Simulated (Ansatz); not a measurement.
A computed series for PbSe: pressure series

Consider PbSe in the rock salt structure (space group Fm-3m, No. 225; a = 6.217 Å).

Cell and atoms are relaxed at each pressure.

All numbers come from PBE (Ansatz, a first-principles code; PAW; 420 eV plane waves; no spin-orbit coupling).

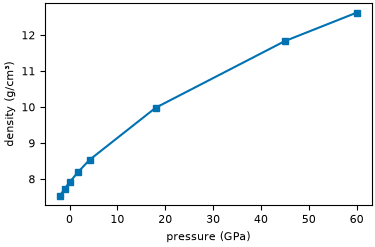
Fig. 1. Density against pressure

Task: From the plot, what is the density for pressure 4.2 GPa?

Result: About 8.5 g/cm³.

Task: Is the trend monotonic over the range shown?

Result: Yes, it rises throughout, spanning 7.54 g/cm³ to 12.62 g/cm³.

A case with no gap was solved on a k-mesh chosen for an insulator, which is coarse for it. Load acts through the strain it causes; cell and atoms are relaxed under it. Whether these cells are dynamically stable was not tested. No other phases were tried under pressure. The final runs are not spin-polarised.
